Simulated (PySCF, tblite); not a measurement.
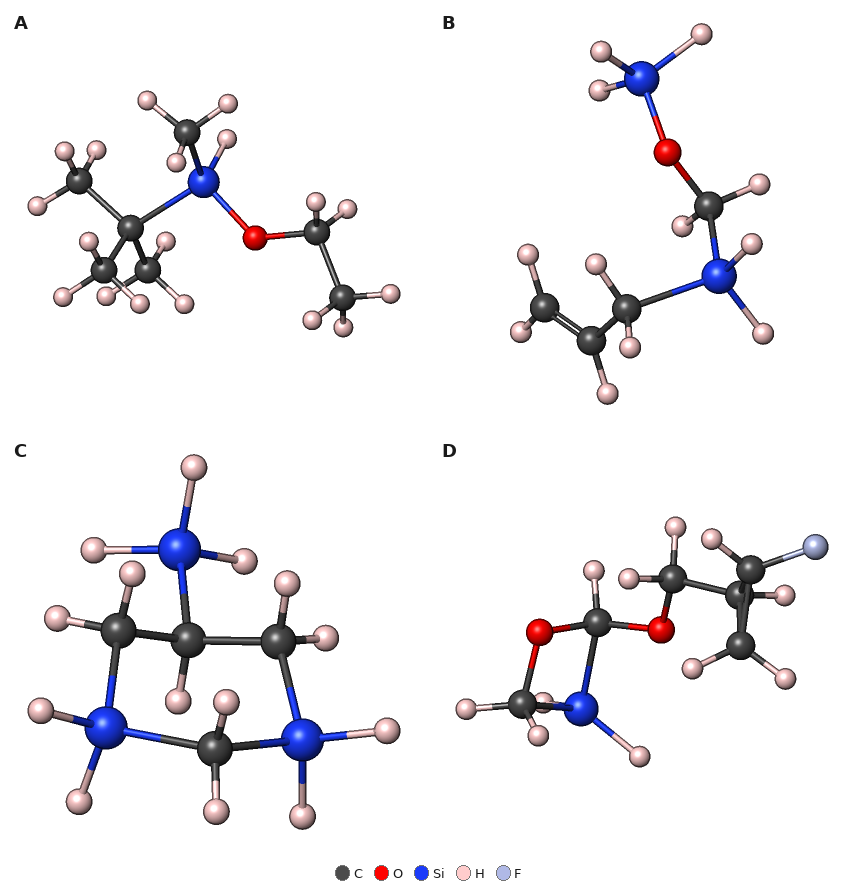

(Drawn from a calculation with PySCF and tblite.)

```xyz
27
charge 0, multiplicity 1
C     3.5868   -0.6447   -0.0871
C     2.6438    0.5472   -0.0236
O     1.3270    0.1128   -0.2246
Si   -0.0522    0.9459   -0.0181
C    -0.1880    1.6594    1.7417
C    -1.4035   -0.3526   -0.3889
C    -2.7727    0.3220   -0.3484
C    -1.1907   -0.9523   -1.7786
C    -1.3795   -1.4823    0.6420
H     3.3282   -1.3624    0.6872
H     3.5009   -1.1332   -1.0541
H     4.6128   -0.3171    0.0574
H     2.9019    1.2790   -0.7988
H     2.7235    1.0449    0.9497
H    -0.1279    2.0689   -0.9718
H     0.5329    2.4575    1.8959
H    -1.1714    2.0725    1.9383
H     0.0061    0.8971    2.4919
H    -3.5600   -0.3944   -0.5822
H    -2.9719    0.7324    0.6385
H    -2.8261    1.1336   -1.0702
H    -0.2215   -1.4406   -1.8346
H    -1.9630   -1.6890   -2.0013
H    -1.2270   -0.1783   -2.5420
H    -1.5804   -1.0993    1.6402
H    -0.4089   -1.9726    0.6480
H    -2.1391   -2.2279    0.4056
```

Which picture belongs to the input above?

Answer. A. The file holds C7H18OSi, `CCO[Si@H](C)C(C)(C)C`.
